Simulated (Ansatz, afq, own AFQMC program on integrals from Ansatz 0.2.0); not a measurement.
# CHSi (quartet): quantum Monte Carlo beside coupled cluster at distance Si1–C2 = 4.973 Å, cc-pVDZ

Aim: compute CHSi (quartet) with auxiliary-field quantum Monte Carlo on the same integrals as coupled cluster, and set the energies side by side.

Method: cc-pVDZ, frozen cores; program: Ansatz 0.2.0, Gaussian basis, and an in-house AFQMC program (afq) on its integrals; all values are calculated.

The runs, in order: PBE (unrestricted); r2SCAN (unrestricted); PBE0 (unrestricted); B3LYP (unrestricted); wB97M-V (unrestricted); B2PLYP (unrestricted); CCSD(T) on UHF; CCSDT(Q) on UHF; Phaseless AFQMC, CISD trial on UHF; Phaseless AFQMC, single-determinant trial on UHF.

4 further runs of the same task are left out: 4 that didn't finish.

### 1 The geometry

The geometry derives from a PBE0/def2-TZVP stationary point (not a proven minimum). One bond is set to the value named and the two fragments are kept rigid.

3 atoms, charge 0, spin multiplicity 4.

Atoms are counted from 1 here; the program's logs count them from 0.

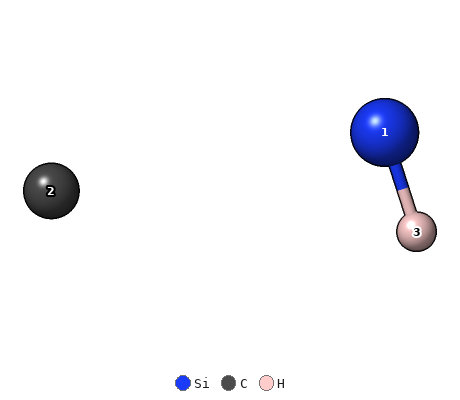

The structure; silicon blue, carbon dark grey, hydrogen pink; atoms are numbered from 1 in the order of the file.

Coordinates:

```
Si    0.00000   -0.16257    1.43928
C     0.00000    0.26841   -3.51501
H     0.00000    1.33156    1.78059
```

### 2 PBE (unrestricted)

The input, in.yaml:

```yaml
crystal:
  periodic: [false, false, false]
  atoms:
    - {symbol: Si, position_ang: [0.000000, -0.162571, 1.439283]}
    - {symbol: C, position_ang: [0.000000, 0.268407, -3.515007]}
    - {symbol: H, position_ang: [0.000000, 1.331557, 1.780587]}
basis:
  gaussian: {orbitals: cc-pVDZ}
magnetization: {spin_polarized: true, initial_magnetization: 3}
hamiltonian: {xc: {name: PBE}}
output: {orbitals: {seedname: orbitals}}
```

The run is started by

```
$ ansatz run in.yaml --threads 1 --pin off --events-out ev --progress --plain --max-ram 1382MiB
```

The log of the run:

```text
Functional definition: PBE
  name "PBE"
  cite "Perdew, Burke & Ernzerhof, Phys. Rev. Lett. 77, 3865 (1996) doi:10.1103/PhysRevLett.77.3865"
  parent pbe
  parameter kappa = 0.804
  parameter beta = 0.06672455060314922
  exchange = pbe_x(kappa = kappa, mu = beta*pi^2/3)
  correlation = pbe_c(beta = beta)
362 factors; integrals over basis functions are off by at most 1.3e-3 eV
mean field evaluation 1: about -8907.2311 eV, gradient 2.1e1 eV
mean field evaluation 2: about -8812.4179 eV, gradient 4.9e1 eV
mean field evaluation 4: about -8904.8383 eV, gradient 1.7e1 eV
mean field evaluation 8: about -8914.7717 eV, gradient 4.6e0 eV
mean field evaluation 16: about -8915.0499 eV, gradient 9.3e-4 eV
mean field evaluation 32: about -8913.3027 eV, gradient 9.9e0 eV
mean field evaluation 64: about -8914.8709 eV, gradient 1.1e0 eV
mean field evaluation 96: about -8915.0299 eV, gradient 2.6e-2 eV
mean field evaluation 128: about -8915.0487 eV, gradient 4.7e-2 eV
mean field -8915.04989158 eV, -327.6220406779 hartree, gradient 1.2e-6 eV, S^2 3.755215; 6 other end points of the search recorded, 0 dependent functions left out
reference -8915.04992296 eV, -327.6220418310 hartree; 12, 9 occupied and 25, 28 virtual orbitals, 362 factors
Total energy: -8915.04992296 eV, -327.6220418310 hartree
```

It took 3.2 s on 1 thread of Intel Xeon 6975P-C (Granite Rapids), shared host.

From the report: ⟨S²⟩ of the determinant 3.755 (pure quartet: 3.75).

### 3 r2SCAN (unrestricted)

Edit in.yaml of step 2 so:

```diff
@@ -9,3 +9,2 @@
 magnetization: {spin_polarized: true, initial_magnetization: 3}
-hamiltonian: {xc: {name: PBE}}
-output: {orbitals: {seedname: orbitals}}
+hamiltonian: {xc: {name: r2SCAN}}
```

Same command.

The log of the run, cut to the lines that bear on the results:

```text
Functional definition: r2SCAN
  name "r2SCAN"
  cite "Furness, Kaplan, Ning, Perdew & Sun, J. Phys. Chem. Lett. 11, 8208 (2020) doi:10.1021/acs.jpclett.0c02405"
  cite "Furness, Kaplan, Ning, Perdew & Sun, J. Phys. Chem. Lett. 11, 9248 (2020) doi:10.1021/acs.jpclett.0c03077"
  parent r2scan
[...]
362 factors; integrals over basis functions are off by at most 1.3e-3 eV
[...]
mean field -8919.28871006 eV, -327.7778143837 hartree, gradient 8.8e-6 eV, S^2 3.761623; 6 other end points of the search recorded, 0 dependent functions left out
reference -8919.28872037 eV, -327.7778147625 hartree; 12, 9 occupied and 25, 28 virtual orbitals, 362 factors
Total energy: -8919.28872037 eV, -327.7778147625 hartree
```

Wall time 13 s (1 thread of Intel Xeon 6975P-C (Granite Rapids), shared host).

From the report: ⟨S²⟩ of the determinant 3.762 (pure quartet: 3.75).

### 4 PBE0 (unrestricted)

Edit in.yaml of step 3 so:

```diff
@@ -9,2 +9,3 @@
 magnetization: {spin_polarized: true, initial_magnetization: 3}
-hamiltonian: {xc: {name: r2SCAN}}
+hamiltonian: {xc: {name: PBE0}}
+output: {orbitals: {seedname: orbitals}}
```

The command is unchanged.

The log of the run, cut to the lines that bear on the results:

```text
Functional definition: PBE0
  name "PBE0"
  cite "Adamo & Barone, J. Chem. Phys. 110, 6158 (1999) doi:10.1063/1.478522"
  cite "Perdew, Burke & Ernzerhof, Phys. Rev. Lett. 77, 3865 (1996) doi:10.1103/PhysRevLett.77.3865"
  parent pbe
[...]
362 factors; integrals over basis functions are off by at most 1.3e-3 eV
[...]
mean field -8916.04145660 eV, -327.6584800199 hartree, gradient 5.3e-6 eV, S^2 3.758012; 4 other end points of the search recorded, 0 dependent functions left out
reference -8916.04148003 eV, -327.6584808812 hartree; 12, 9 occupied and 25, 28 virtual orbitals, 362 factors
Total energy: -8916.04148003 eV, -327.6584808812 hartree
```

Wall time 1.3 s (1 thread of Intel Xeon 6975P-C (Granite Rapids), shared host).

From the report: ⟨S²⟩ of the determinant 3.758 (pure quartet: 3.75).

### 5 B3LYP (unrestricted)

Edit in.yaml of step 4 so:

```diff
@@ -9,3 +9,2 @@
 magnetization: {spin_polarized: true, initial_magnetization: 3}
-hamiltonian: {xc: {name: PBE0}}
-output: {orbitals: {seedname: orbitals}}
+hamiltonian: {xc: {name: B3LYP}}
```

The command is unchanged.

The log of the run, cut to the lines that bear on the results:

```text
Functional definition: B3LYP
  name "B3LYP"
  cite "Stephens, Devlin, Chabalowski & Frisch, J. Phys. Chem. 98, 11623 (1994) doi:10.1021/j100096a001"
  cite "Becke, Phys. Rev. A 38, 3098 (1988) doi:10.1103/PhysRevA.38.3098"
  cite "Lee, Yang & Parr, Phys. Rev. B 37, 785 (1988) doi:10.1103/PhysRevB.37.785"
  cite "Vosko, Wilk & Nusair, Can. J. Phys. 58, 1200 (1980) doi:10.1139/p80-159"
[...]
362 factors; integrals over basis functions are off by at most 1.3e-3 eV
[...]
mean field -8921.49470999 eV, -327.8588833859 hartree, gradient 3.4e-6 eV, S^2 3.756183; 8 other end points of the search recorded, 0 dependent functions left out
reference -8921.49492392 eV, -327.8588912474 hartree; 12, 9 occupied and 25, 28 virtual orbitals, 362 factors
Total energy: -8921.49492392 eV, -327.8588912474 hartree
```

Wall time 3.4 s (1 thread of Intel Xeon 6975P-C (Granite Rapids), shared host).

From the report: ⟨S²⟩ of the determinant 3.756 (pure quartet: 3.75).

### 6 wB97M-V (unrestricted)

Edit in.yaml of step 5 so:

```diff
@@ -9,2 +9,3 @@
 magnetization: {spin_polarized: true, initial_magnetization: 3}
-hamiltonian: {xc: {name: B3LYP}}
+hamiltonian: {xc: {name: wB97M-V}}
+output: {orbitals: {seedname: orbitals}}
```

The command is unchanged.

The log of the run, cut to the lines that bear on the results:

```text
Functional definition: wB97M-V
  name "wB97M-V"
  cite "Mardirossian & Head-Gordon, J. Chem. Phys. 144, 214110 (2016) doi:10.1063/1.4952647"
  cite "Becke, J. Chem. Phys. 107, 8554 (1997) doi:10.1063/1.475007"
  cite "Vydrov & Van Voorhis, J. Chem. Phys. 133, 244103 (2010) doi:10.1063/1.3521275"
  # Of w^i u^j: cxij and so on, Table III.
[...]
  gx(w, u) = 1 - cx + cx01*u + cx10*w
  gss(w, u) = css00 + css04*u^4 + css10*w + css20*w^2 + css43*w^4*u^3
  gos(w, u) = cos00 + cos10*w + (cos20 + cos21*u)*w^2 + (cos60 + cos61*u)*w^6
[...]
      + integral(e_c_pw_mod_opposite_spin*gos(b97_w_opposite, b97_u_opposite)) + vv10(b, c)
362 factors; integrals over basis functions are off by at most 1.3e-3 eV
122 factors; integrals over basis functions are off by at most 5.6e-5 eV
[...]
mean field -8919.84746494 eV, -327.7983482469 hartree, gradient 3.7e-6 eV, S^2 3.752732; 4 other end points of the search recorded, 0 dependent functions left out
reference -8919.84749961 eV, -327.7983495209 hartree; 12, 9 occupied and 25, 28 virtual orbitals, 362 factors
Total energy: -8919.84749961 eV, -327.7983495209 hartree
```

It took 6 s on 1 thread of Intel Xeon 6975P-C (Granite Rapids), shared host.

From the report: ⟨S²⟩ of the determinant 3.753 (pure quartet: 3.75).

### 7 B2PLYP (unrestricted)

Edit in.yaml of step 6 so:

```diff
@@ -9,3 +9,3 @@
 magnetization: {spin_polarized: true, initial_magnetization: 3}
-hamiltonian: {xc: {name: wB97M-V}}
-output: {orbitals: {seedname: orbitals}}
+hamiltonian: {xc: {name: B2PLYP}}
+correlation: {electrons: outside_noble_gas}
```

Same command.

The log of the run, cut to the lines that bear on the results:

```text
Functional definition: B2PLYP
  name "B2PLYP"
  cite "Grimme, J. Chem. Phys. 124, 034108 (2006) doi:10.1063/1.2148954"
  cite "Becke, Phys. Rev. A 38, 3098 (1988) doi:10.1103/PhysRevA.38.3098"
  cite "Lee, Yang & Parr, Phys. Rev. B 37, 785 (1988) doi:10.1103/PhysRevB.37.785"
[...]
362 factors; integrals over basis functions are off by at most 1.3e-3 eV
[...]
mean field -8915.37076820 eV, -327.6338326761 hartree, gradient 1.9e-8 eV, S^2 3.760874; 6 other end points of the search recorded, 0 dependent functions left out
6 core orbitals not correlated: weight in the atoms' cores, before any rotation towards them, 1.000 or more for the frozen orbitals, at most 0.000 for the correlated occupied ones
reference -8915.37090390 eV, -327.6338376630 hartree; 6, 3 occupied and 25, 28 virtual orbitals, 362 factors
second order -4.03965435 eV of doubles, -0.00000000 eV of singles
Total energy: -8916.46161058 eV, -327.6739203940 hartree
```

It took 2.8 s on 1 thread of Intel Xeon 6975P-C (Granite Rapids), shared host.

From the report: ⟨S²⟩ of the determinant 3.761 (pure quartet: 3.75).

### 8 CCSD(T) on UHF

Edit in.yaml of step 7 so:

```diff
@@ -9,3 +9,2 @@
 magnetization: {spin_polarized: true, initial_magnetization: 3}
-hamiltonian: {xc: {name: B2PLYP}}
-correlation: {electrons: outside_noble_gas}
+correlation: {method: ccsd_t, electrons: outside_noble_gas, hamiltonian_folder: ham}
```

The command is unchanged.

The log of the run, cut to the lines that bear on the results:

```text
Functional definition: HF
  name "HF"
  cite "Fock, Z. Phys. 61, 126 (1930) doi:10.1007/BF01340294"
  parent pbe
[...]
362 factors; integrals over basis functions are off by at most 1.3e-3 eV
[...]
mean field -8901.28249140 eV, -327.1160980531 hartree, gradient 2.0e-6 eV, S^2 3.772339; 50 other end points of the search recorded, 0 dependent functions left out
determinant -8901.28249140 eV, -327.1160980531 hartree, with singles and doubles -8905.69802120 eV, -327.2783657802 hartree
determinant -8901.28149249 eV, -327.1160613437 hartree, with singles and doubles -8905.69611486 eV, -327.2782957235 hartree
determinant -8901.28107886 eV, -327.1160461431 hartree, with singles and doubles -8905.69598801 eV, -327.2782910617 hartree
determinant -8901.26925040 eV, -327.1156114550 hartree, with singles and doubles -8905.68521990 eV, -327.2778953409 hartree
[...]
determinant -8901.28107886 eV, -327.1160461431 hartree, with singles and doubles -8905.69600494 eV, -327.2782916839 hartree
determinant -8901.26925040 eV, -327.1156114550 hartree, with singles and doubles -8905.68530769 eV, -327.2778985673 hartree
determinant -8901.26666267 eV, -327.1155163577 hartree, with singles and doubles -8905.68302835 eV, -327.2778148029 hartree
determinant -8901.26272772 eV, -327.1153717513 hartree, with singles and doubles -8905.67932838 eV, -327.2776788318 hartree
6 core orbitals not correlated: weight in the atoms' cores, before any rotation towards them, 1.000 or more for the frozen orbitals, at most 0.000 for the correlated occupied ones
reference -8901.28249140 eV, -327.1160980531 hartree; 6, 3 occupied and 25, 28 virtual orbitals, 362 factors
second order -3.17660431 eV of doubles, -0.00000000 eV of singles
cycle   1  -4.41508293 eV  change    5.9e-6 eV  update   5.3e-6
perturbative correction -0.07101101 eV, -0.0026096067 hartree
Total energy: -8905.76858535 eV, -327.2809589649 hartree
```

Run time: 7.5 s. Hardware: 1 thread of Intel Xeon 6975P-C (Granite Rapids), shared host.

From the report: ⟨S²⟩ of the determinant 3.772 (pure quartet: 3.75); correlation -4.4861 eV; T1 0.013; largest double amplitude 0.11.

This run also writes the integrals to the folder ham.

### 9 CCSDT(Q) on UHF

Edit in.yaml of step 8 so:

```diff
@@ -9,2 +9,2 @@
 magnetization: {spin_polarized: true, initial_magnetization: 3}
-correlation: {method: ccsd_t, electrons: outside_noble_gas, hamiltonian_folder: ham}
+correlation: {method: ccsdt_q, electrons: outside_noble_gas}
```

Same command.

The log of the run, cut to the lines that bear on the results:

```text
Functional definition: HF
  name "HF"
  cite "Fock, Z. Phys. 61, 126 (1930) doi:10.1007/BF01340294"
  parent pbe
[...]
640 factors; integrals over basis functions are off by at most 2.0e-7 eV
[...]
mean field -8901.28253280 eV, -327.1160995745 hartree, gradient 2.1e-6 eV, S^2 3.772339; 50 other end points of the search recorded, 0 dependent functions left out
determinant -8901.28253280 eV, -327.1160995745 hartree, with singles and doubles -8905.69808626 eV, -327.2783681710 hartree
determinant -8901.28152325 eV, -327.1160624740 hartree, with singles and doubles -8905.69616971 eV, -327.2782977393 hartree
determinant -8901.28110961 eV, -327.1160472733 hartree, with singles and doubles -8905.69604180 eV, -327.2782930385 hartree
determinant -8901.26931786 eV, -327.1156139342 hartree, with singles and doubles -8905.68531040 eV, -327.2778986670 hartree
[...]
determinant -8901.26931786 eV, -327.1156139342 hartree, with singles and doubles -8905.68540162 eV, -327.2779020192 hartree
determinant -8901.26673031 eV, -327.1155188437 hartree, with singles and doubles -8905.68311893 eV, -327.2778181320 hartree
determinant -8901.26275074 eV, -327.1153725973 hartree, with singles and doubles -8905.67937207 eV, -327.2776804372 hartree
6 core orbitals not correlated: weight in the atoms' cores, before any rotation towards them, 1.000 or more for the frozen orbitals, at most 0.000 for the correlated occupied ones
reference -8901.28253280 eV, -327.1160995745 hartree; 6, 3 occupied and 25, 28 virtual orbitals, 640 factors
second order -3.17663669 eV of doubles, -0.00000000 eV of singles
cycle   1  -3.99484511 eV  change   -8.2e-1 eV  update   8.0e-2
[...]
cycle  68  -4.50963759 eV  change    4.8e-8 eV  update   8.9e-7
perturbative correction -0.00196671 eV, -0.0000722751 hartree
Total energy: -8905.79413710 eV, -327.2818979744 hartree
```

Run time: 32 s. Hardware: 1 thread of Intel Xeon 6975P-C (Granite Rapids), shared host.

From the report: ⟨S²⟩ of the determinant 3.772 (pure quartet: 3.75); correlation -4.5116 eV; T1 0.015; largest double amplitude 0.12.

### 10 Phaseless AFQMC, CISD trial on UHF

It reads the integrals that the CCSD(T) run on this determinant wrote.

The run is started by

```
$ afq ham --method phaseless --trial cisd --walkers 60 --populations 1 --least-time 40 --time-step 0.005 --steps-per-block 50 --equilibration-blocks 40 --max-blocks 300 --target-error 0.00072 --factor-cut 1e-05 --start spin_pure --seed 7136 --release-times 0.24,0.51,0.99,1.62,2.4 --release-step 0.03 --release-every 4 --taylor-order 6
```

The log of the run:

```text
orbitals 31  electrons 6 3  factors 185 of 362
reference energy -327.11609805 Eh
CCSD correlation -0.16225089 Eh in 26 cycles, weight of the determinant in the CISD state 0.8842
energy of the start -327.277922 Eh
 block  time / (1/Eh)  mean weight  energy / Eh
     1     0.250  0.9985  -327.276129
     2     0.500  0.9981  -327.276323
     3     0.750  0.9998  -327.277292
     4     1.000  1.0003  -327.277568
     5     1.250  1.0001  -327.278201
     6     1.500  0.9994  -327.278362
     7     1.750  0.9982  -327.280088
     8     2.000  0.9988  -327.280587
     9     2.250  1.0008  -327.279908
    10     2.500  1.0011  -327.278669
    11     2.750  1.0019  -327.280234
    16     4.000  1.0002  -327.281490
    21     5.250  1.0006  -327.285103
    26     6.500  1.0017  -327.287039
    31     7.750  1.0011  -327.280921
    36     9.000  1.0014  -327.279062
    41    10.250  1.0012  -327.280203
    46    11.500  1.0001  -327.281472
    51    12.750  1.0008  -327.280866
    56    14.000  0.9990  -327.281836
    61    15.250  1.0003  -327.280714
    66    16.500  1.0009  -327.281630
    71    17.750  1.0048  -327.280275
    76    19.000  1.0021  -327.283158
    81    20.250  0.9995  -327.282361
    86    21.500  0.9995  -327.283938
    91    22.750  0.9993  -327.280879
    96    24.000  0.9987  -327.279126
   101    25.250  1.0001  -327.279580
   106    26.500  1.0002  -327.280158
   111    27.750  1.0026  -327.278920
   116    29.000  0.9989  -327.279824
   121    30.250  1.0017  -327.282359
   126    31.500  0.9980  -327.281737
   131    32.750  0.9995  -327.280264
   136    34.000  0.9999  -327.277591
   141    35.250  0.9999  -327.278534
   146    36.500  1.0001  -327.279747
   151    37.750  1.0008  -327.287508
   156    39.000  0.9995  -327.281534
   161    40.250  1.0001  -327.281569
   166    41.500  0.9999  -327.282062
   171    42.750  1.0028  -327.286563
   176    44.000  1.0005  -327.280204
   181    45.250  0.9977  -327.285113
   186    46.500  1.0007  -327.280600
   191    47.750  1.0005  -327.279727
   196    49.000  0.9988  -327.278106
blocks merged  error / Eh  count
     1  0.000216  160
     2  0.000247  80
     4  0.000314  40
     8  0.000381  20
    16  0.000448  10
released: time / (1/Eh)  energy / Eh  error  mean overlap
  0.24  -327.281147  0.000384  1.0004
  0.51  -327.281159  0.000317  0.9914
  0.99  -327.281449  0.000305  0.9810
  1.62  -327.281820  0.000446  0.9937
  2.40  -327.281275  0.000463  1.0428
energy -327.281098 +/- 0.000381 Eh
```

It took 88 s on 1 thread of Intel Xeon 6975P-C (Granite Rapids), shared host.

Energy -8905.7724 ± 0.0104 eV. Caveats: constraint bias not in the error.

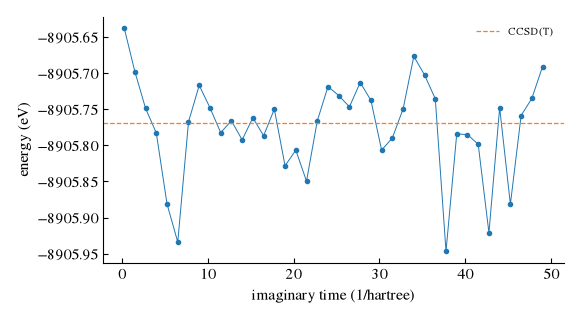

Block energies along the walk.

### 11 Phaseless AFQMC, single-determinant trial on UHF

It reads the integrals that the CCSD(T) run on this determinant wrote.

The run is started by

```
$ afq ham --method phaseless --trial hf --walkers 120 --populations 1 --least-time 40 --time-step 0.005 --steps-per-block 20 --equilibration-blocks 160 --max-blocks 600 --target-error 0.00216 --factor-cut 1e-05 --start spin_pure --seed 459 --taylor-order 6
```

The log of the run:

```text
orbitals 31  electrons 6 3  factors 185 of 362
reference energy -327.11609805 Eh
CCSD correlation -0.16225089 Eh in 26 cycles, weight of the determinant in the CISD state 0.8842
energy of the start -327.116390 Eh
 block  time / (1/Eh)  mean weight  energy / Eh
     1     0.100  1.0017  -327.139303
     2     0.200  0.9997  -327.157074
     3     0.300  1.0011  -327.176144
     4     0.400  1.0002  -327.187337
     5     0.500  1.0004  -327.196782
     6     0.600  1.0005  -327.209713
     7     0.700  1.0007  -327.214598
     8     0.800  1.0002  -327.222254
     9     0.900  1.0013  -327.233164
    10     1.000  1.0004  -327.238735
    15     1.500  0.9998  -327.252317
    29     2.900  0.9991  -327.271120
    43     4.300  0.9998  -327.273914
    57     5.700  1.0002  -327.267528
    71     7.100  1.0008  -327.267255
    85     8.500  0.9999  -327.277398
    99     9.900  0.9994  -327.275159
   113    11.300  1.0004  -327.275295
   127    12.700  0.9992  -327.279035
   141    14.100  0.9988  -327.287833
   155    15.500  1.0021  -327.283408
   169    16.900  1.0000  -327.268512
   183    18.300  1.0008  -327.296534
   197    19.700  1.0005  -327.301794
   211    21.100  1.0011  -327.302631
   225    22.500  1.0009  -327.287772
   239    23.900  0.9977  -327.284928
   253    25.300  1.0013  -327.262834
   267    26.700  0.9982  -327.291883
   281    28.100  0.9989  -327.294597
   295    29.500  1.0006  -327.284613
   309    30.900  0.9988  -327.263455
   323    32.300  0.9985  -327.279207
   337    33.700  0.9999  -327.307034
   351    35.100  1.0004  -327.268616
   365    36.500  0.9988  -327.269657
   379    37.900  1.0004  -327.260796
   393    39.300  1.0004  -327.272006
   407    40.700  1.0007  -327.277691
   421    42.100  1.0005  -327.282299
   435    43.500  1.0029  -327.285262
   449    44.900  1.0002  -327.276494
   463    46.300  0.9996  -327.282366
   477    47.700  0.9967  -327.254640
   491    49.100  0.9988  -327.287297
   505    50.500  1.0003  -327.302288
   519    51.900  1.0015  -327.281104
   533    53.300  1.0004  -327.272331
   547    54.700  1.0022  -327.285523
blocks merged  error / Eh  count
     1  0.000727  400
     2  0.000965  200
     4  0.001268  100
     8  0.001603  50
    16  0.002064  25
    32  0.002552  12
energy -327.280455 +/- 0.002064 Eh
```

Run time: 77 s. Hardware: 1 thread of Intel Xeon 6975P-C (Granite Rapids), shared host.

Energy -8905.7549 ± 0.0562 eV. The run doesn't count as converged. Caveats: constraint bias not in the error; error not settled. The error still grows with block length (0.0436 to 0.0695 eV), so the bar may be too small.

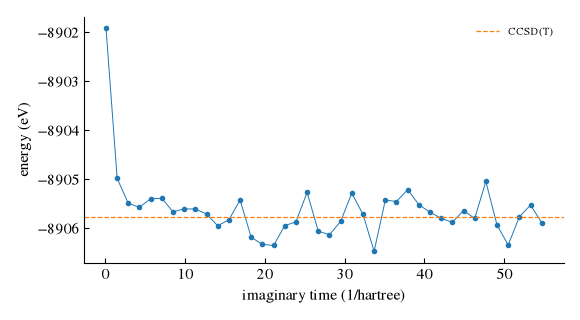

Block energies along the walk.

### 12 AFQMC on the ladder

On the UHF determinant, counted from CCSDT(Q) (a yardstick, not exact):

```csv
level,energy (eV),from CCSDT(Q) (meV),statistical error (meV),time
HF,-8901.2825,+4511.6,,
MP2,-8904.4591,+1335.0,,
CCSD,-8905.6976,+96.6,,
CCSD(T),-8905.7686,+25.6,,
CCSDT(Q),-8905.7941,0.0,,
"Phaseless AFQMC, CISD trial, step 0.005, 60 walkers",-8905.7724,+21.8,10.4,88 s
```

The functionals' totals stand on their own zeros and serve differences with other points: PBE -8915.050 eV; r2SCAN -8919.289 eV; PBE0 -8916.041 eV; B3LYP -8921.495 eV; wB97M-V -8919.847 eV; B2PLYP -8916.462 eV.

### 13 What came out

| quantity | value |
| --- | --- |
| CCSD(T) on UHF from CCSDT(Q) | +25.6 meV |
| Phaseless AFQMC, CISD trial on UHF from CCSDT(Q) | +21.8 ± 10.4 meV |

In words: On UHF the phaseless walk with the CISD trial lies +21.8 meV from CCSDT(Q), within three error bars. Error bars are statistical and leave out the constraint, the time step and what remains of the start.
